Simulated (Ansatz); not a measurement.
## TiN (rock salt): energy against volume

TiN (rock salt)

```cif
data_N4Ti4
_chemical_formula_sum 'N4 Ti4'
_space_group_name_H-M_alt 'Fm-3m'
_space_group_IT_number 225
_space_group_name_Hall '-F 4 2 3'
_cell_length_a 4.23251
_cell_length_b 4.23251
_cell_length_c 4.23251
_cell_angle_alpha 90.000
_cell_angle_beta 90.000
_cell_angle_gamma 90.000
loop_
_atom_site_label
_atom_site_type_symbol
_atom_site_symmetry_multiplicity
_atom_site_Wyckoff_symbol
_atom_site_fract_x
_atom_site_fract_y
_atom_site_fract_z
_atom_site_occupancy
N1 N 4 a 0.00000 0.00000 0.00000 1
Ti1 Ti 4 b 0.50000 0.50000 0.50000 1
```
(The calculation used a cell of 2 atoms; values per cell refer to that cell.)

This relaxed cell (volume V₀) is scaled evenly in all directions, its shape held. Symmetry pins the atoms to their sites.

Computed with r2SCAN (plane waves to 500 eV, PAW, scalar-relativistic; Ansatz, an electronic-structure program). k mesh 19×19×19 (Γ-centred), Fermi-Dirac smearing 0.05 eV. Energies are smeared free energies. TiN is run without spin polarisation. TiN was relaxed with its symmetry unable to fall. The zero of ΔE is the relaxed starting cell.

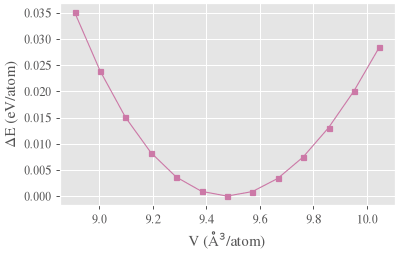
ΔE (eV/atom) against V (Å³/atom); one marker a computed point.

The bulk modulus B₀ (third-order Birch-Murnaghan fit) is 295 GPa. The equilibrium volume of the fit is 9.48 Å³/atom. The pressure for 5 % compression (fit) is 16.9 GPa. The pressure at the smallest volume is 20.8 GPa and the pressure derivative B₀′ (fit) is 4.2.

P = (3B₀/2)(x⁷ − x⁵)[1 + ¾(B₀′ − 4)(x² − 1)] with x = (1/0.95)^(1/3), B₀ = 295 GPa and B₀′ = 4.20.

(Under strain, the slope of the energy per volume gives the stress and its curvature an elastic modulus.)
